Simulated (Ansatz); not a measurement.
# CHBS (triplet): from Hartree-Fock to the top rungs at a displaced geometry (v2), cc-pVDZ

Aim: climb from Hartree-Fock through coupled cluster for CHBS (triplet) at one geometry and basis, and see what each rung misses.

Method: cc-pVDZ, core rule «outside noble gas», up to 7 orbitals frozen; program: Ansatz 0.2.0, Gaussian basis.

Plan: UHF; CCSD(T) on ROHF; CCSD(T) on UHF; BCCD(T) on ROHF; CISD as a restricted active space (open shells left free, so some higher excitations enter); CCSDT(Q) on ROHF; CCSDT(Q) on UHF.

26 further runs of the same task are left out: 11 that didn't finish, 15 set aside as unsound or not needed. Runs told in other sessions of the task aren't counted.

**1. What is computed**

The geometry is a PBE0/def2-TZVP stationary point (not a proven minimum) with its atoms shifted at random (size 0.100 Å).

4 atoms, charge 0, spin multiplicity 3.

Atoms are counted from 1 here; the program's logs count them from 0.

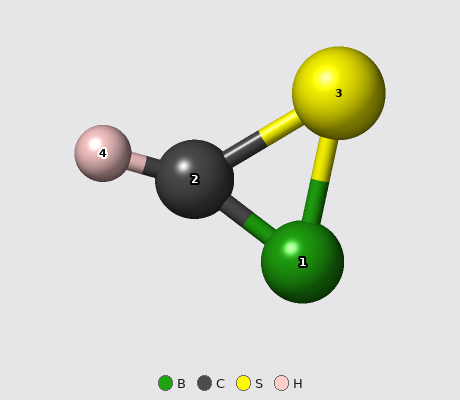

The geometry (boron green, carbon dark grey, sulfur yellow, hydrogen pink); atoms are numbered from 1 in the order of the file.

In the tables R marks a restricted open-shell determinant and U an unrestricted one; energies count from the table's Hartree-Fock row.

**2. UHF**

Input file in.yaml:

```yaml
crystal:
  periodic: [false, false, false]
  atoms:
    - {symbol: B, position_ang: [0.086150, -0.927370, 0.800726]}
    - {symbol: C, position_ang: [-0.078725, 0.478238, 1.033566]}
    - {symbol: S, position_ang: [-0.002104, 0.091008, -0.705021]}
    - {symbol: H, position_ang: [0.081004, 1.352918, 1.523912]}
basis:
  gaussian: {orbitals: cc-pVDZ}
magnetization: {spin_polarized: true, initial_magnetization: 2}
hamiltonian: {xc: hf}
output: {orbitals: {seedname: orbitals}}
```

Command:

```
> ansatz run in.yaml --threads 1 --pin off --events-out ev --progress --plain --max-ram 2393MiB
```

The program printed:

```text
Functional definition: HF
  name "HF"
  cite "Fock, Z. Phys. 61, 126 (1930) doi:10.1007/BF01340294"
  parent pbe
  exchange = exact_x
  correlation = 0
500 factors; integrals over basis functions are off by at most 1.1e-3 eV
mean field evaluation 1: about -12530.4260 eV, gradient 1.3e1 eV
mean field evaluation 2: about -12530.5562 eV, gradient 1.3e1 eV
mean field evaluation 4: about -12532.1561 eV, gradient 2.9e0 eV
mean field evaluation 8: about -12532.2932 eV, gradient 2.3e-1 eV
mean field -12532.29587806 eV, -460.5533788236 hartree, gradient 7.4e-5 eV, S^2 2.031375; 0 other end points of the search recorded, 0 dependent functions left out
reference -12532.29587806 eV, -460.5533788236 hartree; 15, 13 occupied and 36, 38 virtual orbitals, 500 factors
Total energy: -12532.29587806 eV, -460.5533788236 hartree
```

Run time: 0.45 s. Hardware: 1 thread of AMD EPYC 7B13, shared host.

From the report: ⟨S²⟩ of the determinant 2.031 (pure triplet: 2.00).

**3. CCSD(T) on ROHF**

in.yaml: that of step 2 with these lines changed.

```diff
@@ -9,4 +9,4 @@
   gaussian: {orbitals: cc-pVDZ}
-magnetization: {spin_polarized: true, initial_magnetization: 2}
-hamiltonian: {xc: hf}
-output: {orbitals: {seedname: orbitals}}
+magnetization: {spin_polarized: false, initial_magnetization: 2}
+correlation: {method: ccsd_t, electrons: outside_noble_gas}
+output: {forces: true}
```

Same command.

The program printed, cut to the lines that bear on the results:

```text
Functional definition: HF
  name "HF"
  cite "Fock, Z. Phys. 61, 126 (1930) doi:10.1007/BF01340294"
  parent pbe
[...]
500 factors; integrals over basis functions are off by at most 1.1e-3 eV
[...]
mean field -12532.08599090 eV, -460.5456656126 hartree, gradient 3.1e-6 eV, S^2 2.000000; 0 other end points of the search recorded, 0 dependent functions left out
[...]
7 core orbitals not correlated: weight in the atoms' cores, before any rotation towards them, 1.000 or more for the frozen orbitals, at most 0.000 for the correlated occupied ones
reference -12532.08599090 eV, -460.5456656126 hartree; 8, 6 occupied and 36, 38 virtual orbitals, 500 factors
second order -8.39969878 eV of doubles, -0.11280133 eV of singles
cycle   1  -8.78787185 eV  change   -2.7e-1 eV  update   9.1e-2
[...]
cycle  15  -9.17531108 eV  change    1.0e-7 eV  update   9.2e-7
perturbative correction -0.41365748 eV, -0.0152016319 hartree
[...]
Total energy: -12541.67495945 eV, -460.8980537072 hartree
Atom 0 at     0.086150    -0.927370     0.800726 Å, force    -0.076260    -0.977155     0.667166 eV/Å
Atom 1 at    -0.078725     0.478238     1.033566 Å, force    -0.164997    -2.648875    -0.751340 eV/Å
Atom 2 at    -0.002104     0.091008    -0.705021 Å, force    -0.046955     0.488590    -1.411071 eV/Å
Atom 3 at     0.081004     1.352918     1.523912 Å, force     0.288212     3.137440     1.495245 eV/Å
Dipole moment:     0.028193     0.191183     0.018194 e Å
```

Run time: 6.5 s. Hardware: 1 thread of AMD EPYC 7B13, shared host.

From the report: correlation -9.5890 eV; T1 0.031; largest double amplitude 0.04.

**4. CCSD(T) on UHF**

in.yaml: that of step 3 with these lines changed.

```diff
@@ -9,3 +9,3 @@
   gaussian: {orbitals: cc-pVDZ}
-magnetization: {spin_polarized: false, initial_magnetization: 2}
+magnetization: {spin_polarized: true, initial_magnetization: 2}
 correlation: {method: ccsd_t, electrons: outside_noble_gas}
```

Same command.

The program printed, cut to the lines that bear on the results:

```text
Functional definition: HF
  name "HF"
  cite "Fock, Z. Phys. 61, 126 (1930) doi:10.1007/BF01340294"
  parent pbe
[...]
500 factors; integrals over basis functions are off by at most 1.1e-3 eV
[...]
mean field -12532.29587806 eV, -460.5533788236 hartree, gradient 2.6e-6 eV, S^2 2.031374; 1 other end points of the search recorded, 0 dependent functions left out
determinant -12532.29587806 eV, -460.5533788236 hartree, with singles and doubles -12541.27075189 eV, -460.8831993533 hartree
determinant -12528.90886243 eV, -460.4289082950 hartree, with singles and doubles -12537.69520239 eV, -460.7518003330 hartree
7 core orbitals not correlated: weight in the atoms' cores, before any rotation towards them, 1.000 or more for the frozen orbitals, at most 0.000 for the correlated occupied ones
reference -12532.29587806 eV, -460.5533788236 hartree; 8, 6 occupied and 36, 38 virtual orbitals, 500 factors
second order -8.21589198 eV of doubles, -0.00000000 eV of singles
cycle   1  -8.97497240 eV  change   -9.9e-5 eV  update   2.3e-3
[...]
cycle  10  -8.97640319 eV  change   -9.3e-9 eV  update   1.1e-6
perturbative correction -0.40024459 eV, -0.0147087173 hartree
[...]
Total energy: -12541.67252584 eV, -460.8979642738 hartree
Atom 0 at     0.086150    -0.927370     0.800726 Å, force    -0.076395    -0.972976     0.662279 eV/Å
Atom 1 at    -0.078725     0.478238     1.033566 Å, force    -0.165453    -2.645387    -0.743478 eV/Å
Atom 2 at    -0.002104     0.091008    -0.705021 Å, force    -0.046346     0.482889    -1.414009 eV/Å
Atom 3 at     0.081004     1.352918     1.523912 Å, force     0.288194     3.135474     1.495209 eV/Å
Dipole moment:     0.028315     0.190488     0.019425 e Å
```

Wall time 7 s (1 thread of AMD EPYC 7B13, shared host).

From the report: ⟨S²⟩ of the determinant 2.031 (pure triplet: 2.00); correlation -9.3766 eV; T1 0.027; largest double amplitude 0.04.

**5. BCCD(T) on ROHF**

in.yaml: that of step 4 with these lines changed.

```diff
@@ -9,4 +9,3 @@
   gaussian: {orbitals: cc-pVDZ}
-magnetization: {spin_polarized: true, initial_magnetization: 2}
-correlation: {method: ccsd_t, electrons: outside_noble_gas}
-output: {forces: true}
+magnetization: {spin_polarized: false, initial_magnetization: 2}
+correlation: {method: bccd_t, electrons: outside_noble_gas}
```

Same command.

The program printed, cut to the lines that bear on the results:

```text
Functional definition: HF
  name "HF"
  cite "Fock, Z. Phys. 61, 126 (1930) doi:10.1007/BF01340294"
  parent pbe
[...]
500 factors; integrals over basis functions are off by at most 1.1e-3 eV
[...]
mean field -12532.08599090 eV, -460.5456656126 hartree, gradient 3.1e-6 eV, S^2 2.000000; 0 other end points of the search recorded, 0 dependent functions left out
[...]
7 core orbitals not correlated: weight in the atoms' cores, before any rotation towards them, 1.000 or more for the frozen orbitals, at most 0.000 for the correlated occupied ones
reference -12532.08599090 eV, -460.5456656126 hartree; 8, 6 occupied and 36, 38 virtual orbitals, 500 factors
second order -8.39969878 eV of doubles, -0.11280133 eV of singles
cycle   1  -8.82686249 eV  change   -3.1e-1 eV  update   9.0e-2
[...]
cycle  13  -9.16084943 eV  change   -6.7e-6 eV  update   1.2e-5
perturbative correction -0.43054145 eV, -0.0158221064 hartree
Total energy: -12541.67738178 eV, -460.8981427261 hartree
```

Run time: 2.5 s. Hardware: 1 thread of AMD EPYC 7B13, shared host.

From the report: correlation -9.5914 eV; largest double amplitude 0.04.

**6. CISD as a restricted active space (open shells left free, so some higher excitations enter)**

in.yaml: that of step 5 with these lines changed.

```diff
@@ -10,2 +10,2 @@
 magnetization: {spin_polarized: false, initial_magnetization: 2}
-correlation: {method: bccd_t, electrons: outside_noble_gas}
+correlation: {active_space: {ras: {orbitals: [6, 2, 36], electrons: 14, max_holes: 2, max_particles: 2}, fixed_orbitals: true}}
```

The command is unchanged.

The program printed:

```text
Functional definition: HF
  name "HF"
  cite "Fock, Z. Phys. 61, 126 (1930) doi:10.1007/BF01340294"
  parent pbe
  exchange = exact_x
  correlation = 0
500 factors; integrals over basis functions are off by at most 1.1e-3 eV
mean field evaluation 1: about -12530.4928 eV, gradient 1.5e1 eV
mean field evaluation 2: about -12530.6210 eV, gradient 1.5e1 eV
mean field evaluation 4: about -12531.9862 eV, gradient 3.7e0 eV
mean field evaluation 8: about -12532.0824 eV, gradient 3.4e-1 eV
mean field evaluation 16: about -12532.0860 eV, gradient 3.1e-6 eV
mean field -12532.08599090 eV, -460.5456656126 hartree, gradient 3.1e-6 eV, S^2 2.000000; 0 other end points of the search recorded, 0 dependent functions left out
reference -12532.08599090 eV, -460.5456656126 hartree; 15, 13 occupied and 36, 38 virtual orbitals, 500 factors
state -12540.33604058 eV, -460.8488493462 hartree
Total energy: -12540.33604058 eV, -460.8488493462 hartree
```

Run time: 4.5 s. Hardware: 1 thread of AMD EPYC 7B13, shared host.

From the report: 403,696 determinants.

**7. CCSDT(Q) on ROHF**

in.yaml: that of step 6 with these lines changed.

```diff
@@ -10,2 +10,2 @@
 magnetization: {spin_polarized: false, initial_magnetization: 2}
-correlation: {active_space: {ras: {orbitals: [6, 2, 36], electrons: 14, max_holes: 2, max_particles: 2}, fixed_orbitals: true}}
+correlation: {method: ccsdt_q, electrons: outside_noble_gas}
```

The command is unchanged.

The program printed, cut to the lines that bear on the results:

```text
Functional definition: HF
  name "HF"
  cite "Fock, Z. Phys. 61, 126 (1930) doi:10.1007/BF01340294"
  parent pbe
[...]
981 factors; integrals over basis functions are off by at most 1.6e-7 eV
[...]
mean field -12532.08605009 eV, -460.5456677878 hartree, gradient 2.8e-6 eV, S^2 2.000000; 0 other end points of the search recorded, 0 dependent functions left out
[...]
7 core orbitals not correlated: weight in the atoms' cores, before any rotation towards them, 1.000 or more for the frozen orbitals, at most 0.000 for the correlated occupied ones
reference -12532.08605009 eV, -460.5456677878 hartree; 8, 6 occupied and 36, 38 virtual orbitals, 981 factors
second order -8.39972306 eV of doubles, -0.11280135 eV of singles
cycle   1  -8.78787579 eV  change   -2.7e-1 eV  update   1.1e-1
[...]
cycle  17  -9.61632965 eV  change   -3.0e-8 eV  update   1.6e-6
perturbative correction -0.03352776 eV, -0.0012321224 hartree
Total energy: -12541.73590750 eV, -460.9002935065 hartree
```

Wall time 2.2 min (1 thread of AMD EPYC 7B13, shared host); peak memory 1 GiB.

From the report: correlation -9.6499 eV; T1 0.032; largest double amplitude 0.05.

**8. CCSDT(Q) on UHF**

in.yaml: that of step 7 with these lines changed.

```diff
@@ -9,3 +9,3 @@
   gaussian: {orbitals: cc-pVDZ}
-magnetization: {spin_polarized: false, initial_magnetization: 2}
+magnetization: {spin_polarized: true, initial_magnetization: 2}
 correlation: {method: ccsdt_q, electrons: outside_noble_gas}
```

Same command.

The program printed, cut to the lines that bear on the results:

```text
Functional definition: HF
  name "HF"
  cite "Fock, Z. Phys. 61, 126 (1930) doi:10.1007/BF01340294"
  parent pbe
[...]
981 factors; integrals over basis functions are off by at most 1.6e-7 eV
[...]
mean field -12532.29593778 eV, -460.5533810181 hartree, gradient 2.1e-6 eV, S^2 2.031375; 1 other end points of the search recorded, 0 dependent functions left out
determinant -12532.29593778 eV, -460.5533810181 hartree, with singles and doubles -12541.27081379 eV, -460.8832016280 hartree
determinant -12528.90893295 eV, -460.4289108863 hartree, with singles and doubles -12537.69526365 eV, -460.7518025840 hartree
7 core orbitals not correlated: weight in the atoms' cores, before any rotation towards them, 1.000 or more for the frozen orbitals, at most 0.000 for the correlated occupied ones
reference -12532.29593778 eV, -460.5533810181 hartree; 8, 6 occupied and 36, 38 virtual orbitals, 981 factors
second order -8.21591424 eV of doubles, -0.00000000 eV of singles
cycle   1  -8.58926548 eV  change   -3.7e-1 eV  update   1.0e-1
[...]
cycle  18  -9.40814368 eV  change   -7.9e-7 eV  update   1.1e-6
perturbative correction -0.03477913 eV, -0.0012781095 hartree
Total energy: -12541.73886059 eV, -460.9004020308 hartree
```

It took 1.9 min on 1 thread of AMD EPYC 7B13, shared host; peak memory 0.8 GiB.

From the report: ⟨S²⟩ of the determinant 2.031 (pure triplet: 2.00); correlation -9.4429 eV; T1 0.028; largest double amplitude 0.05.

**9. Misses and costs**

The yardstick is UCCSDT(Q), where the cluster series has nearly closed. Rows without a time are mean-field rows or come out of runs for another level: lower rungs of the coupled-cluster runs, or the Hartree-Fock search. The times of RCCSD(T), UCCSD(T) include forces.

```csv
method,energy from the lowest ROHF (kcal/mol),from UCCSDT(Q) (kcal/mol),time
ROHF,0.00,+222.60,
UHF,-4.84,+217.76,
RMP2,-196.30,+26.30,
UMP2,-194.30,+28.30,
CISD,-190.25,+32.35,4.5 s
RCCSD,-211.59,+11.01,
UCCSD,-211.84,+10.76,
RCCSD(T),-221.13,+1.47,6.5 s
UCCSD(T),-221.07,+1.53,7 s
BCCD(T),-221.18,+1.42,2.5 s
RCCSDT,-221.76,+0.84,
UCCSDT,-221.80,+0.80,
RCCSDT(Q),-222.53,+0.07,2.2 min
UCCSDT(Q),-222.60,0,1.9 min
```

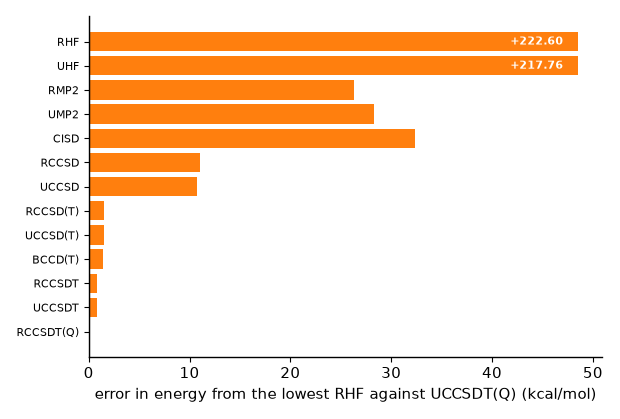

Deviations from UCCSDT(Q), method by method. Bars with a number in them are cut short.

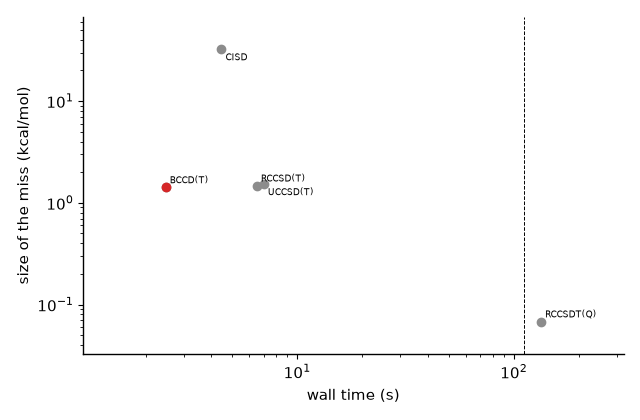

Miss against cost. Red marks the levels that no quicker level drawn beats (of those quicker than the yardstick), and the dashed line is the time of UCCSDT(Q). Times are from a shared host.

**10. What came out**

```
                         quantity                      value
    UCCSDT(Q) from the ROHF energy                 -9.6529 eV
              RMP2 from UCCSDT(Q)            +26.30 kcal/mol
              UMP2 from UCCSDT(Q)            +28.30 kcal/mol
             RCCSD from UCCSDT(Q)            +11.01 kcal/mol
          RCCSD(T) from UCCSDT(Q)             +1.47 kcal/mol
          UCCSD(T) from UCCSDT(Q)             +1.53 kcal/mol
         RCCSDT(Q) from UCCSDT(Q)             +0.07 kcal/mol
levels within 1 kcal/mol (43 meV)  RCCSDT, UCCSDT, RCCSDT(Q)
                    T1 diagnostic                      0.031
```

**Reading.** RCCSD(T) lands +1.47 kcal/mol from the yardstick (0.7 % of the correlation energy). These misses are within one basis, not against nature; the frozen cores of restricted and unrestricted runs differ, which can shift their rows.

With open shells the CI space here admits some higher excitations, so it is larger than plain CISD.

For cost: BCCD(T) gets within 1.42 kcal/mol in 2.5 s, where UCCSDT(Q) took 1.9 min.
